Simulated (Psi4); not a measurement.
# C2H4GaN (SMILES N=C=[CH][GaH2]): PBE/pcseg-1 (sweep point 6)

What is the vertical ionisation energy of C2H4GaN at PBE/pcseg-1 (sweep point 6)? 

Program for the calculation: Psi4 1.11.

8 further runs of the same task are left out: 8 that didn't finish.

**1. The structure to begin with**

C2H4GaN has 8 atoms, charge 0, and is taken as a singlet. SMILES: `N=C=[CH][GaH2]`. Geometry: relaxed at PBE0-D4/def2-TZVP.

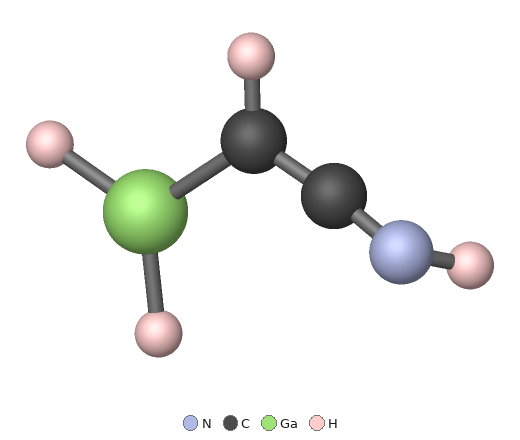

Viewed from a chosen angle; nitrogen light blue, carbon dark grey, gallium green, hydrogen pink.

**2. The energy at PBE/pcseg-1 (sweep point 6)**

calc.dat reads:

```
memory 1.6 GB

molecule m {
  0 1
  N      0.336900     2.061700    -0.854600
  C      0.365600     1.114900    -0.096000
  C      0.472300     0.025700     0.622800
  Ga    -0.381300    -1.593600     0.007200
  H     -0.411400     2.740600    -0.770200
  H      1.040500     0.073900     1.545200
  H     -0.231900    -2.886400     0.876300
  H     -1.190600    -1.536800    -1.330700
  units angstrom
  symmetry c1
}

set {
  basis pcseg-1
  reference rks
  puream true
  scf_type pk
  dft_radial_points 99
  dft_spherical_points 590
}

e_tot, wfn = energy('pbe', return_wfn=True)
print_variables()
```

Command:

```sh
$ psi4 calc.dat calc.out -n 1
```

calc.out:

```text
[...]
  Running in c1 symmetry.
[...]
  Nuclear repulsion =  206.759086002099480
[...]
  Multiplicity = 1
[...]
  Nalpha       = 27
  Nbeta        = 27
[...]
    Number of basis functions: 89
[...]
   @RKS iter   1: -2056.50526745438901   -2.77575e+00   1.39045e-02 ADIIS/DIIS
[...]
   @RKS iter  10: -2057.47876150151205   -1.78928e-07   6.23444e-07 DIIS
[...]
    Orbital Energies [Eh]
    ---------------------
    Doubly Occupied:
       1A   -370.819728     2A    -45.265152     3A    -40.134213
       4A    -40.130307     5A    -40.130126     6A    -14.005324
       7A     -9.960412     8A     -9.887437     9A     -5.255109
      10A     -3.607140    11A     -3.596780    12A     -3.595848
      13A     -0.867677    14A     -0.745028    15A     -0.737916
      16A     -0.737237    17A     -0.736763    18A     -0.734224
      19A     -0.680329    20A     -0.525955    21A     -0.435109
      22A     -0.418494    23A     -0.349919    24A     -0.336749
      25A     -0.268026    26A     -0.266013    27A     -0.221333
[...]
  @RKS Final Energy: -2057.47876150151205
   => Energetics <=
    Nuclear Repulsion Energy =            206.7590860020994796
    One-Electron Energy =               -3273.7124165711029491
    Two-Electron Energy =                1103.2205178342285308
    DFT Exchange-Correlation Energy =     -93.7459487667370155
    Empirical Dispersion Energy =           0.0000000000000000
    VV10 Nonlocal Energy =                  0.0000000000000000
    Total Energy =                      -2057.4787615015120537
[...]
 Multipole Moments:
 ------------------------------------------------------------------------------------
     Multipole            Electronic (a.u.)      Nuclear  (a.u.)        Total (a.u.)
 ------------------------------------------------------------------------------------
 L = 1.  Multiply by 2.5417464519 to convert [e a0] to [Debye]
 Dipole X            :         -1.7723469            1.4401175           -0.3322294
 Dipole Y            :         -6.7841807            7.1772559            0.3930751
 Dipole Z            :          0.2060255            0.1342795            0.3403049
 Magnitude           :                                                    0.6170023
[...]
```

Wall time 20 s (1 thread of Intel Xeon Platinum 8259CL at 2.50GHz (Skylake/Cascade Lake), shared host); peak memory 0.81 GiB.

**3. The doublet cation at the same level**

job.dat reads:

```
memory 1.6 GB

molecule molecule1 {
  1 2
  N      0.336900     2.061700    -0.854600
  C      0.365600     1.114900    -0.096000
  C      0.472300     0.025700     0.622800
  Ga    -0.381300    -1.593600     0.007200
  H     -0.411400     2.740600    -0.770200
  H      1.040500     0.073900     1.545200
  H     -0.231900    -2.886400     0.876300
  H     -1.190600    -1.536800    -1.330700
  symmetry c1
}

set basis pcseg-1
set reference uks
set puream true
set scf_type pk
set dft_radial_points 99
set dft_spherical_points 590
set maxiter 100

result, w = energy('pbe', return_wfn=True)
print_variables()
```

Command:

```sh
$ psi4 -n 1 job.dat job.out
```

job.out:

```text
[...]
  Running in c1 symmetry.
[...]
  Nuclear repulsion =  206.759086002099480
[...]
  Multiplicity = 2
[...]
  Nalpha       = 27
  Nbeta        = 26
[...]
    Number of basis functions: 89
[...]
   @UKS iter   1: -2056.37986949214655   -2.65035e+00   1.23921e-02 DIIS/ADIIS
[...]
   @UKS iter  19: -2057.14068309865343   -9.93850e-09   3.45003e-07 DIIS
[...]
   @S^2 Observed:                7.556998080E-01
[...]
    Orbital Energies [Eh]
    ---------------------
    Alpha Occupied:
       1A   -371.028921     2A    -45.474451     3A    -40.343662
       4A    -40.339828     5A    -40.338965     6A    -14.275434
       7A    -10.218207     8A    -10.165311     9A     -5.465501
      10A     -3.817988    11A     -3.808147    12A     -3.804724
      13A     -1.122057    14A     -0.972160    15A     -0.949980
      16A     -0.949806    17A     -0.946280    18A     -0.944480
      19A     -0.934679    20A     -0.772341    21A     -0.686962
      22A     -0.649622    23A     -0.614443    24A     -0.565629
      25A     -0.496893    26A     -0.496474    27A     -0.458644
    Alpha Virtual:
[...]
  @UKS Final Energy: -2057.14068309865343
   => Energetics <=
    Nuclear Repulsion Energy =            206.7590860020994796
    One-Electron Energy =               -3261.4562806154849568
    Two-Electron Energy =                1091.0091536483994332
    DFT Exchange-Correlation Energy =     -93.4526421336672968
    Empirical Dispersion Energy =           0.0000000000000000
    VV10 Nonlocal Energy =                  0.0000000000000000
    Total Energy =                      -2057.1406830986534260
[...]
 Multipole Moments:
 ------------------------------------------------------------------------------------
     Multipole            Electronic (a.u.)      Nuclear  (a.u.)        Total (a.u.)
 ------------------------------------------------------------------------------------
 L = 1.  Multiply by 2.5417464519 to convert [e a0] to [Debye]
 Dipole X            :         -1.2965902            1.4401175            0.1435273
 Dipole Y            :         -5.3879635            7.1772559            1.7892924
 Dipole Z            :          0.2120122            0.1342795            0.3462916
 Magnitude           :                                                    1.8281371
[...]
```

Run time: 48 s. Hardware: 1 thread of Intel Xeon Platinum 8259CL at 2.50GHz (Skylake/Cascade Lake), shared host; peak memory 0.81 GiB.

**4. What came out**

At PBE/pcseg-1 (sweep point 6):

| quantity | value |
| --- | --- |
| singlet C2H4GaN: total energy | -2057.47876 Eh |
| singlet C2H4GaN: dipole moment | 1.57 D |
| singlet C2H4GaN: HOMO energy | -6.02 eV |
| singlet C2H4GaN: LUMO energy | -2.28 eV |
| singlet C2H4GaN: HOMO–LUMO gap | 3.74 eV |
| doublet cation: total energy | -2057.14068 Eh |
| doublet cation: HOMO energy (highest over α and β) | -12.35 eV |
| doublet cation: LUMO energy (lowest over α and β) | -12.28 eV |
| doublet cation: ⟨S²⟩ | 0.756 |
| vertical ionisation energy (to the doublet cation) | 9.200 eV |

The vertical ionisation energy comes to 9.20 eV (888 kJ/mol). The negative HOMO energy of the first species, 6.02 eV, lies 3.18 eV below that difference.
